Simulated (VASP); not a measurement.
Band structure of Zn (hcp). Method: MS2 meta-GGA, VASP's PBE PAW potentials (set 64) (plane waves; VASP 6.6.1).

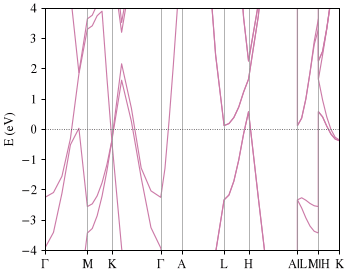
Figure: Bands along high-symmetry lines, zero at the valence-band maximum or, without a gap, the Fermi level

Problem. Read the plot: is there a gap, and where are the band edges?

Solution. It has no gap at this level: it comes out as a metal or semimetal.

The compound is Zn in the hcp structure. It was relaxed first, which changed the volume by -9 %.
